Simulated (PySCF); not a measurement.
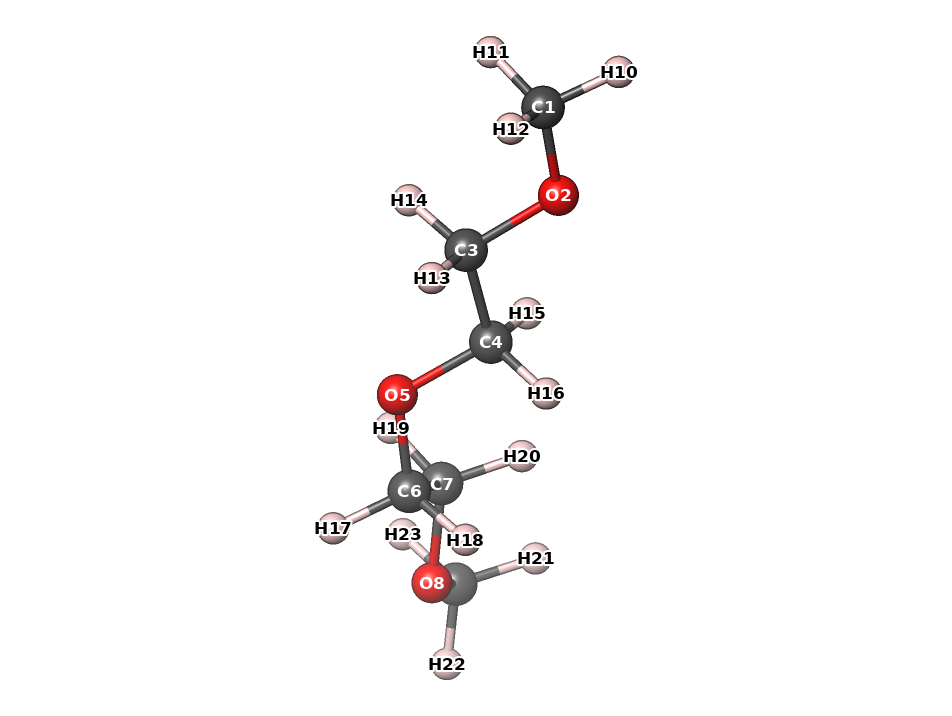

C7 lies behind C6. The molecule seen a little off the C6–C7 bond, C6 in front. Atoms fade into the background with distance from the viewer. Computed geometry: GFN2-xTB optimisation. No frequency run is at hand to confirm it as a minimum.

**What is the torsion angle O5–C6–C7–O8? The sign is positive where the front bond must turn clockwise to cover the back bond.**

−169°, antiperiplanar (anti). The bonds about C6–C7 are staggered.
